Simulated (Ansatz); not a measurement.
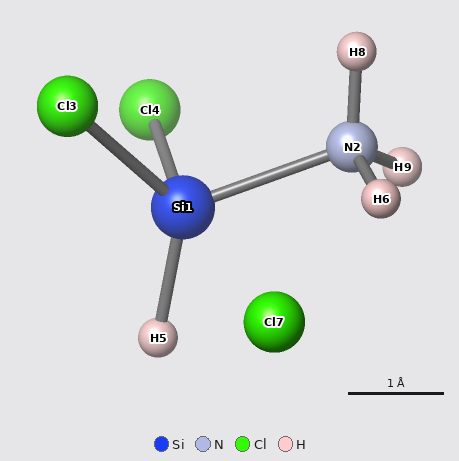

Fig. 1: The starting structure (ball-and-stick view, seen at a tilt; atoms are numbered from 1 in the order of the input). Bond lengths as drawn: Cl–Si 2.03 to 2.12 Å, H–N 1.01 to 1.03 Å, H–Si 1.47 Å and N–Si 1.89 Å.

## Geometry relaxation, with input and output: SiNH$_{4}$Cl$_{3}$

System: SiNH$_{4}$Cl$_{3}$.
Method: RKS PBE0-D4/def2-TZVP (Ansatz 0.2.0).

The geometry is a transition state displaced along its imaginary mode. The reaction was set up to form Si1–Cl7 and N2–H6 and to break Si1–N2 and H6–Cl7 (atoms counted from 1 in the order of the input); sticks are drawn by distance alone. Figures and captions count atoms from 1; the log counts them from 0 in places.

**Log**
```
Functional definition: PBE0
  name "PBE0"
  cite "Adamo & Barone, J. Chem. Phys. 110, 6158 (1999) doi:10.1063/1.478522"
  cite "Perdew, Burke & Ernzerhof, Phys. Rev. Lett. 77, 3865 (1996) doi:10.1103/PhysRevLett.77.3865"
  parent pbe
  parameter a = 0.25
  parameter kappa = 0.804
  parameter beta = 0.06672455060314922
  exchange = (1 - a)*pbe_x(kappa = kappa, mu = beta*pi^2/3) + a*exact_x
  correlation = pbe_c(beta = beta)
1403 factors; their error is unknown
mean field evaluation 1: about -46985.0614 eV, gradient 4.8e1 eV
mean field evaluation 2: about -46983.4595 eV, gradient 5.5e1 eV
mean field evaluation 4: about -46989.2160 eV, gradient 2.1e0 eV
mean field evaluation 8: about -46989.2272 eV, gradient 3.7e-2 eV
mean field evaluation 16: about -46989.3675 eV, gradient 4.1e-5 eV
mean field -46989.36745397 eV, -1726.8274033962 hartree, gradient 4.1e-5 eV, S^2 0.000000; 0 other end points of the search recorded, 0 dependent functions left out
the calculation of the forces begins
reference -46989.36748402 eV, -1726.8274045006 hartree; 38, 38 occupied and 165, 165 virtual orbitals, 1403 factors
relax step   1: F+E_penalty+E_count = -46989.62580356 eV  Δ(F+E_penalty+E_count) = +0.000e0 eV  max|allowed force component| = 5.972e-1 eV/Å  Δτ_max = 0.0000 Å  (27 SCF iters, accepted)
these checks for a lower state are left out or cut short: starts, cluster_reference, orbital_swaps, neighbouring_geometries, increment
1403 factors; their error is unknown
mean field -46989.43978360 eV, -1726.8300614612 hartree, gradient 1.0e-5 eV, S^2 0.000000; 0 other end points of the search recorded, 0 dependent functions left out
[... from here on the field's lines of each further geometry are left out, up to the last ...]
relax step   2: F+E_penalty+E_count = -46989.69928614 eV  Δ(F+E_penalty+E_count) = -7.348e-2 eV  max|allowed force component| = 7.020e-1 eV/Å  Δτ_max = 0.0808 Å  (30 SCF iters, accepted)
relax step   3: F+E_penalty+E_count = -46989.71068854 eV  Δ(F+E_penalty+E_count) = -1.140e-2 eV  max|allowed force component| = 1.535e0 eV/Å  Δτ_max = 0.1925 Å  (36 SCF iters, accepted)
relax step   4: F+E_penalty+E_count = -46989.77433067 eV  Δ(F+E_penalty+E_count) = -6.364e-2 eV  max|allowed force component| = 8.033e-1 eV/Å  Δτ_max = 0.2000 Å  (36 SCF iters, accepted)
relax step   5: F+E_penalty+E_count = -46989.82672980 eV  Δ(F+E_penalty+E_count) = -5.240e-2 eV  max|allowed force component| = 6.230e-1 eV/Å  Δτ_max = 0.1999 Å  (30 SCF iters, accepted)
relax step   6: F+E_penalty+E_count = -46989.85470217 eV  Δ(F+E_penalty+E_count) = -2.797e-2 eV  max|allowed force component| = 2.122e-1 eV/Å  Δτ_max = 0.0839 Å  (30 SCF iters, accepted)
relax step   7: F+E_penalty+E_count = -46989.88553039 eV  Δ(F+E_penalty+E_count) = -3.083e-2 eV  max|allowed force component| = 2.525e-1 eV/Å  Δτ_max = 0.1998 Å  (30 SCF iters, accepted)
relax step   8: F+E_penalty+E_count = -46989.91010614 eV  Δ(F+E_penalty+E_count) = -2.458e-2 eV  max|allowed force component| = 2.416e-1 eV/Å  Δτ_max = 0.1078 Å  (30 SCF iters, accepted)
relax step   9: F+E_penalty+E_count = -46989.94626048 eV  Δ(F+E_penalty+E_count) = -3.615e-2 eV  max|allowed force component| = 7.899e-1 eV/Å  Δτ_max = 0.1953 Å  (28 SCF iters, accepted)
relax step  10: F+E_penalty+E_count = -46990.03725335 eV  Δ(F+E_penalty+E_count) = -9.099e-2 eV  max|allowed force component| = 6.608e-1 eV/Å  Δτ_max = 0.1982 Å  (29 SCF iters, accepted)
relax step  11: F+E_penalty+E_count = -46990.13720981 eV  Δ(F+E_penalty+E_count) = -9.996e-2 eV  max|allowed force component| = 5.179e-1 eV/Å  Δτ_max = 0.1948 Å  (30 SCF iters, accepted)
relax step  12: F+E_penalty+E_count = -46990.17663951 eV  Δ(F+E_penalty+E_count) = -3.943e-2 eV  max|allowed force component| = 3.192e-1 eV/Å  Δτ_max = 0.1989 Å  (28 SCF iters, accepted)
relax step  13: F+E_penalty+E_count = -46990.18099576 eV  Δ(F+E_penalty+E_count) = -4.356e-3 eV  max|allowed force component| = 2.819e-2 eV/Å  Δτ_max = 0.0223 Å  (31 SCF iters, accepted)
relax step  14: F+E_penalty+E_count = -46990.18102363 eV  Δ(F+E_penalty+E_count) = -2.787e-5 eV  max|allowed force component| = 7.499e-3 eV/Å  Δτ_max = 0.0035 Å  (33 SCF iters, accepted)
the calculation of the forces begins
reference -46989.91621442 eV, -1726.8475699706 hartree; 38, 38 occupied and 165, 165 virtual orbitals, 1403 factors
relax step  15: F+E_penalty+E_count = -46990.18103614 eV  Δ(F+E_penalty+E_count) = -1.251e-5 eV  max|allowed force component| = 1.035e-3 eV/Å  Δτ_max = 0.0019 Å  (22 SCF iters, accepted)
1403 factors; their error is unknown
mean field evaluation 128: about -46989.9162 eV, gradient 4.2e-2 eV
```

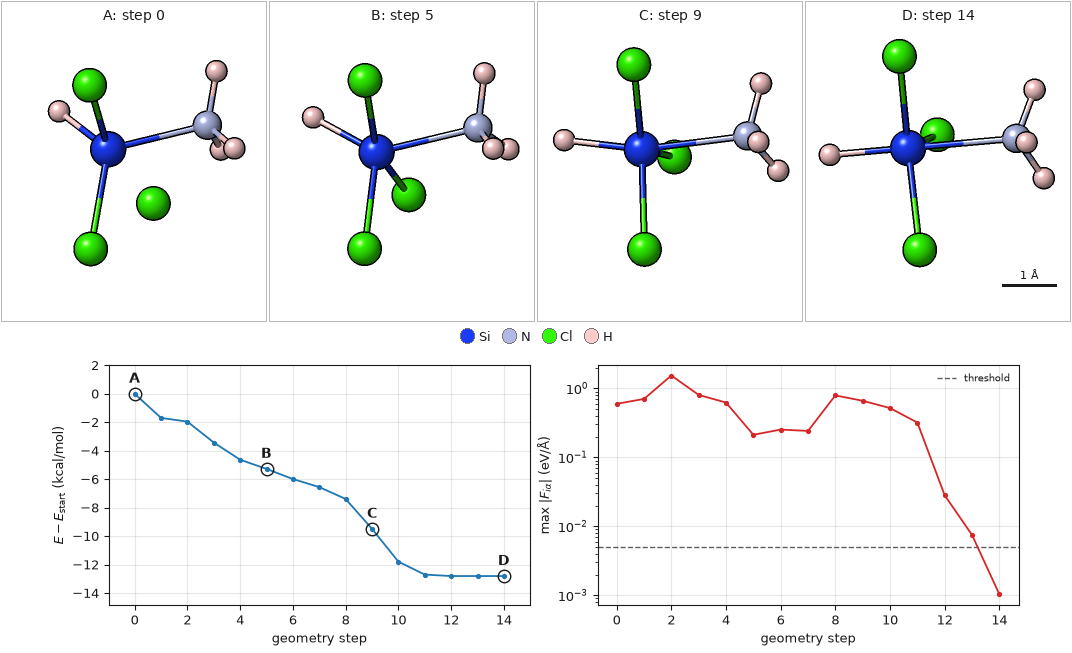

Fig. 2: Frames of the relaxation (ball-and-stick view, seen at a tilt) above the curves, on which the letters mark them (the first geometry is step 0 here and step 1 in the log).

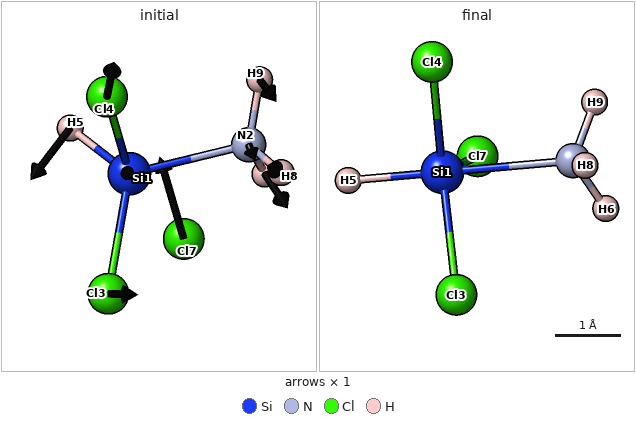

Fig. 3: Before (left) and after (right) the relaxation, at one scale (ball-and-stick view, seen at a tilt). The black arrows give the displacements, at true length. The atom that moves furthest after the best rigid fit is Cl7 (1.33 Å). By element the largest moves are Cl 1.33 Å, H 1.11 Å, N 0.29 Å, Si 0.24 Å. Distances before and after: Si1–Cl7 2.484 → 2.099 Å, Si1–N2 1.890 → 2.049 Å, Si1–Cl3 2.030 → 2.099 Å, Si1–Cl4 2.125 → 2.099 Å. Among the angles that change: N2–Si1–H5 119.5° → 180.0°, Cl3–Si1–H5 125.0° → 95.5°, N2–Si1–Cl3 111.5° → 84.5°. After 14 geometry steps the energy has fallen by 12.8 kcal/mol. The largest force component goes from 0.6 to 0.001 eV/Å. (Atoms are counted from 1 in the order of the input.)

```
mean field -46989.91618401 eV, -1726.8475688531 hartree, gradient 1.8e-5 eV, S^2 0.000000; 1 other end points of the search recorded, 0 dependent functions left out
the calculation of the forces begins
reference -46989.91621442 eV, -1726.8475699706 hartree; 38, 38 occupied and 165, 165 virtual orbitals, 1403 factors
Total energy: -46990.18106655 eV, -1726.8573031070 hartree
Atom 0 at    -0.921465     0.064419    -0.104503 Å, force    -0.000820     0.000176    -0.000101 eV/Å
Atom 1 at     1.109978    -0.077609     0.125894 Å, force    -0.000100    -0.000027     0.000135 eV/Å
Atom 2 at    -0.590647    -1.007810    -1.878929 Å, force     0.000907    -0.000303    -0.000339 eV/Å
Atom 3 at    -0.996317    -0.976019     1.717479 Å, force     0.000833    -0.000266     0.000425 eV/Å
Atom 4 at    -2.386039     0.166816    -0.270603 Å, force    -0.000397    -0.000044    -0.000047 eV/Å
Atom 5 at     1.579075     0.367221    -0.657258 Å, force    -0.000791    -0.000197     0.000345 eV/Å
Atom 6 at    -0.574588     2.134908    -0.083670 Å, force     0.001035     0.000356     0.000082 eV/Å
Atom 7 at     1.386305    -1.053980     0.165824 Å, force    -0.000305     0.000542    -0.000030 eV/Å
Atom 8 at     1.393700     0.381954     0.985868 Å, force    -0.000363    -0.000237    -0.000470 eV/Å
Dipole moment:     0.976015    -0.068225     0.110691 e Å
```

**Trajectory as extended XYZ (Å, eV, eV/Å), 15 frames, from step=1 to step=15**
```
9
Properties=species:S:1:pos:R:3:forces:R:3 step=1 energy=-46989.62580
Si   -0.8246   -0.1562   -0.0996   -0.0041   0.5972  -0.1401
N     0.9995    0.0496    0.3495   -0.1090  -0.1729  -0.1761
Cl   -1.0505   -1.1281   -1.8678   -0.0188  -0.0768  -0.0312
Cl   -1.0125   -1.7948    1.2400   -0.0114   0.0272   0.0113
H    -1.8284    0.7349    0.5112    0.1048  -0.2296  -0.0398
H     1.1669    0.9202   -0.1815    0.3906   0.2650   0.0223
Cl   -0.1850    1.9266   -1.2930   -0.2345  -0.3536   0.1745
H     1.5781   -0.7110   -0.0045   -0.1229  -0.0174   0.1005
H     1.1564    0.1586    1.3458    0.0052  -0.0391   0.0786
9
Properties=species:S:1:pos:R:3:forces:R:3 step=2 energy=-46989.69929
Si   -0.8177   -0.1236   -0.1224   -0.0396   0.7020  -0.2665
N     1.0064    0.0588    0.3432    0.0868   0.2357  -0.2477
Cl   -1.0534   -1.1411   -1.8685    0.0011  -0.0591  -0.0602
Cl   -1.0055   -1.7530    1.2286    0.0526  -0.1621   0.1307
H    -1.8425    0.7066    0.5214    0.0034  -0.0605  -0.0346
H     1.2441    0.9370   -0.1643    0.1481  -0.2867   0.2631
Cl   -0.2286    1.9047   -1.2849   -0.2179  -0.3330   0.1441
H     1.5546   -0.7277   -0.0001   -0.0402  -0.0124   0.0540
H     1.1425    0.1383    1.3473    0.0057  -0.0240   0.0171
9
Properties=species:S:1:pos:R:3:forces:R:3 step=3 energy=-46989.71069
Si   -0.8035    0.0030   -0.1930   -0.4827  -0.8997   0.2411
N     1.0235    0.0770    0.3333    0.7778   0.9991  -0.2971
Cl   -1.0527   -1.1443   -1.9004    0.0448   0.0228   0.3465
Cl   -0.9538   -1.7234    1.2458    0.1860   0.4304  -0.3660
H    -1.8757    0.7110    0.5107   -0.1410  -0.2004   0.1796
H     1.4294    0.9567   -0.1157   -0.4672  -1.5349   0.7778
Cl   -0.3757    1.7990   -1.2498    0.1636   0.9566  -0.6292
H     1.4983   -0.7716    0.0153   -0.0392   0.1944   0.0043
H     1.1102    0.0926    1.3538   -0.0422   0.0317  -0.2570
9
Properties=species:S:1:pos:R:3:forces:R:3 step=4 energy=-46989.77433
Si   -0.8829    0.0649   -0.1680    0.8033  -0.3584   0.0149
N     1.0224    0.0488    0.3150   -0.0264   0.2391  -0.1794
Cl   -0.8665   -1.1513   -1.8277   -0.2792   0.0948  -0.1363
Cl   -0.8829   -1.6283    1.2536   -0.3124   0.0524   0.1637
H    -2.0560    0.6578    0.5173    0.1592  -0.0202  -0.2494
H     1.4900    0.8307   -0.1329    0.1136   0.1405  -0.0264
Cl   -0.4027    1.9292   -1.2539   -0.2000  -0.2153   0.3276
H     1.4233   -0.8273   -0.0262   -0.2203   0.0977   0.1210
H     1.1554    0.0755    1.3230   -0.0377  -0.0306  -0.0358
9
Properties=species:S:1:pos:R:3:forces:R:3 step=5 energy=-46989.82673
Si   -0.8304    0.0378   -0.1448   -0.6230   0.3928  -0.1636
N     1.0581    0.0746    0.2958   -0.0161  -0.4745   0.0298
Cl   -0.9411   -1.1207   -1.8356    0.0812  -0.0679  -0.0438
Cl   -0.8772   -1.5764    1.3242    0.0446   0.0550   0.0833
H    -2.1388    0.5644    0.3612    0.4626  -0.1260  -0.0780
H     1.5956    0.8043   -0.1612   -0.1337   0.1349  -0.1072
Cl   -0.4130    1.9504   -1.1296   -0.0486   0.0317   0.1058
H     1.3722   -0.8463   -0.0147    0.1658   0.0883   0.1652
H     1.1746    0.1117    1.3049    0.0672  -0.0344   0.0084
9
Properties=species:S:1:pos:R:3:forces:R:3 step=6 energy=-46989.85470
Si   -0.8356    0.0318   -0.1700   -0.2122   0.0997   0.0307
N     1.0472    0.0563    0.3005    0.1002  -0.0639  -0.1708
Cl   -0.9390   -1.1365   -1.8598    0.0292   0.0600   0.0768
Cl   -0.8950   -1.5807    1.3135   -0.0100  -0.0469   0.0289
H    -2.0759    0.5966    0.4064    0.1230  -0.0765  -0.0885
H     1.5395    0.8199   -0.1631   -0.0650  -0.0575   0.0236
Cl   -0.4230    1.9507   -1.1419    0.0395  -0.0277   0.0319
H     1.4218   -0.8465    0.0045    0.0030   0.1030   0.0844
H     1.1600    0.1083    1.3101   -0.0077   0.0098  -0.0170
9
Properties=species:S:1:pos:R:3:forces:R:3 step=7 energy=-46989.88553
Si   -0.8610    0.0467   -0.1383    0.2468  -0.1278  -0.2149
N     1.0607    0.0236    0.2543    0.1448  -0.0993   0.2525
Cl   -0.8763   -1.0782   -1.8551    0.0069  -0.0238  -0.0528
Cl   -0.8976   -1.5305    1.3669   -0.0208   0.0931   0.0569
H    -2.1839    0.5009    0.2838   -0.1925   0.0627   0.0652
H     1.5639    0.7098   -0.3046   -0.0454  -0.0474  -0.0405
Cl   -0.4269    2.0222   -0.9554   -0.0368   0.0038   0.1352
H     1.4211   -0.9194    0.1030   -0.0935   0.1098  -0.0367
H     1.2000    0.2248    1.2457   -0.0095   0.0289  -0.1649
9
Properties=species:S:1:pos:R:3:forces:R:3 step=8 energy=-46989.91011
Si   -0.8614    0.0423   -0.1479   -0.1523   0.2316   0.0526
N     1.0676    0.0151    0.2409    0.0840  -0.2416   0.0306
Cl   -0.8323   -1.0801   -1.8713    0.0314   0.0540   0.0481
Cl   -0.8938   -1.4723    1.4112   -0.0178   0.0335   0.0237
H    -2.2284    0.4652    0.2376    0.1048  -0.1010  -0.1353
H     1.5906    0.6570   -0.3479   -0.0383   0.0344  -0.0729
Cl   -0.4518    2.0655   -0.8598    0.0062  -0.1647   0.1196
H     1.3913   -0.9447    0.1175   -0.0083   0.1149   0.0127
H     1.2181    0.2521    1.2198   -0.0097   0.0388  -0.0791
9
Properties=species:S:1:pos:R:3:forces:R:3 step=9 energy=-46989.94626
Si   -0.8773    0.0510   -0.1282   -0.2864   0.2699   0.0266
N     1.0799   -0.0144    0.2017    0.5102  -0.1350   0.4851
Cl   -0.7736   -1.0364   -1.8747    0.0237   0.0150  -0.0106
Cl   -0.9011   -1.4041    1.4779   -0.0203   0.2062  -0.0419
H    -2.3194    0.3739    0.1173    0.3876  -0.0819  -0.1515
H     1.6061    0.5641   -0.4679   -0.2928  -0.3639   0.3026
Cl   -0.4579    2.1267   -0.6744   -0.0793  -0.4044   0.2521
H     1.3867   -1.0025    0.1888   -0.1605   0.7252  -0.0725
H     1.2565    0.3416    1.1597   -0.0823  -0.2310  -0.7899
9
Properties=species:S:1:pos:R:3:forces:R:3 step=10 energy=-46990.03725
Si   -0.8881    0.0478   -0.1282   -0.3829   0.3862   0.1961
N     1.0889   -0.0362    0.1702    0.4801  -0.1798   0.3290
Cl   -0.7111   -1.0385   -1.8786    0.0323   0.0076   0.0043
Cl   -0.9238   -1.2576    1.5801    0.0005   0.2028  -0.1103
H    -2.3612    0.3044   -0.0148    0.3876  -0.1267  -0.1678
H     1.6076    0.5155   -0.5245   -0.2553  -0.3235   0.2879
Cl   -0.4864    2.1468   -0.4793   -0.0713  -0.3883   0.1811
H     1.3861   -1.0242    0.1644   -0.1049   0.6335  -0.0593
H     1.2880    0.3420    1.1108   -0.0860  -0.2119  -0.6608
9
Properties=species:S:1:pos:R:3:forces:R:3 step=11 energy=-46990.13721
Si   -0.9015    0.0665   -0.1083   -0.5179  -0.0666  -0.1747
N     1.1002   -0.0598    0.1452    0.2694  -0.0416   0.1174
Cl   -0.6523   -1.0319   -1.8666    0.0230   0.0265   0.0214
Cl   -0.9487   -1.0932    1.6477   -0.0410   0.0111   0.1816
H    -2.3912    0.2339   -0.1514    0.3629  -0.0887  -0.0653
H     1.6008    0.4638   -0.5721   -0.0854  -0.1337   0.0809
Cl   -0.5296    2.1263   -0.2905    0.0211   0.1545   0.1062
H     1.3921   -1.0374    0.1363   -0.0356   0.1946  -0.0451
H     1.3301    0.3318    1.0598    0.0034  -0.0562  -0.2224
9
Properties=species:S:1:pos:R:3:forces:R:3 step=12 energy=-46990.17664
Si   -0.9427    0.0650   -0.1083    0.3192  -0.0298   0.0414
N     1.1221   -0.0787    0.1287   -0.2077   0.0161  -0.0467
Cl   -0.5935   -1.0056   -1.8799   -0.0483   0.0265   0.0442
Cl   -0.9873   -0.9787    1.7155   -0.0607   0.0339  -0.0559
H    -2.4037    0.1703   -0.2667   -0.0616  -0.0026  -0.0053
H     1.5877    0.3722   -0.6514    0.0362   0.0069  -0.0118
Cl   -0.5680    2.1309   -0.0954   -0.0603  -0.0289   0.0013
H     1.3942   -1.0548    0.1653    0.0360  -0.0267   0.0097
H     1.3913    0.3794    0.9924    0.0471   0.0045   0.0231
9
Properties=species:S:1:pos:R:3:forces:R:3 step=13 energy=-46990.18100
Si   -0.9207    0.0646   -0.1046   -0.0282  -0.0025  -0.0045
N     1.1089   -0.0774    0.1263    0.0137   0.0008  -0.0022
Cl   -0.5913   -1.0086   -1.8786    0.0009   0.0009  -0.0004
Cl   -0.9942   -0.9776    1.7167   -0.0063   0.0003   0.0045
H    -2.3867    0.1678   -0.2694    0.0233  -0.0025   0.0034
H     1.5787    0.3691   -0.6554    0.0008   0.0020  -0.0053
Cl   -0.5734    2.1351   -0.0869    0.0001   0.0021   0.0020
H     1.3861   -1.0535    0.1648   -0.0026  -0.0053  -0.0014
H     1.3925    0.3803    0.9872   -0.0019   0.0042   0.0038
9
Properties=species:S:1:pos:R:3:forces:R:3 step=14 energy=-46990.18102
Si   -0.9208    0.0641   -0.1044    0.0052   0.0050  -0.0021
N     1.1095   -0.0773    0.1255   -0.0052  -0.0025   0.0021
Cl   -0.5900   -1.0080   -1.8792   -0.0013   0.0000   0.0016
Cl   -0.9955   -0.9761    1.7181    0.0005   0.0008  -0.0030
H    -2.3849    0.1668   -0.2704   -0.0075  -0.0011  -0.0004
H     1.5791    0.3673   -0.6573   -0.0004   0.0006  -0.0019
Cl   -0.5740    2.1350   -0.0834   -0.0015  -0.0004   0.0000
H     1.3844   -1.0540    0.1656    0.0062  -0.0016   0.0016
H     1.3922    0.3822    0.9857    0.0041  -0.0008   0.0022
9
Properties=species:S:1:pos:R:3:forces:R:3 step=15 energy=-46990.18104
Si   -0.9215    0.0644   -0.1045   -0.0008   0.0002  -0.0001
N     1.1100   -0.0776    0.1259   -0.0001   0.0000   0.0001
Cl   -0.5906   -1.0078   -1.8789    0.0009  -0.0003  -0.0003
Cl   -0.9963   -0.9760    1.7175    0.0008  -0.0003   0.0004
H    -2.3860    0.1668   -0.2706   -0.0004   0.0000   0.0000
H     1.5791    0.3672   -0.6573   -0.0008  -0.0002   0.0003
Cl   -0.5746    2.1349   -0.0837    0.0010   0.0004   0.0001
H     1.3863   -1.0540    0.1658   -0.0003   0.0005   0.0000
H     1.3937    0.3820    0.9859   -0.0004  -0.0002  -0.0005
```

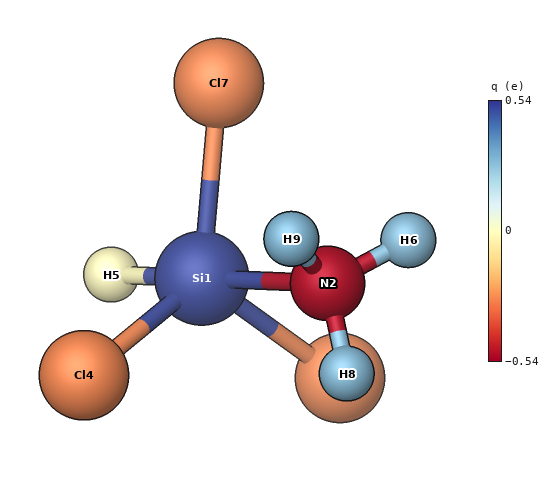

Fig. 4: Mulliken charges, as the colour of each atom (ball-and-stick view, seen at a tilt; atoms are numbered from 1 in the order of the input; Mulliken charges depend strongly on the basis). By element: Si +0.51, N −0.51, Cl −0.28 and H −0.02 to +0.29 e.

The run was set up as follows.

**Input file**
```yaml
crystal:
  periodic: [false, false, false]
  atoms:
    - {symbol: Si, position_ang: [-0.824561, -0.156163, -0.099607]}
    - {symbol: N, position_ang: [0.999511, 0.049637, 0.349537]}
    - {symbol: Cl, position_ang: [-1.050532, -1.128104, -1.867758]}
    - {symbol: Cl, position_ang: [-1.012503, -1.794785, 1.239959]}
    - {symbol: H, position_ang: [-1.828411, 0.734918, 0.511243]}
    - {symbol: H, position_ang: [1.166945, 0.920178, -0.181543]}
    - {symbol: Cl, position_ang: [-0.184962, 1.926607, -1.293040]}
    - {symbol: H, position_ang: [1.578120, -0.710985, -0.004528]}
    - {symbol: H, position_ang: [1.156393, 0.158598, 1.345838]}
basis:
  gaussian: {orbitals: def2-TZVP}
hamiltonian: {xc: pbe0, dispersion: d4}
relax: {f_tol: 0.005, max_steps: 200}
```

Launched with:
```bash
ansatz run in.yaml --threads 8 --pin off --events-out ev --progress --plain --max-ram 19148MiB
```

**Summary**

| quantity | value |
| --- | --- |
| outcome | converged |
| total energy | −46990.1811 eV |
| mean-field energy | −46989.9162 eV |
| dispersion energy | −0.2649 eV |
| SCF solution under orbital rotations | stable |
| largest force (length of the vector) at the end | 0.001 eV/Å |
| dipole moment | 4.73 D |
| hardware | 8 threads of Arm Neoverse V1, 23 GiB of memory available, shared host |
| wall time | 46 s (CPU time 4.9 min) |
| peak memory | 0.67 GiB |
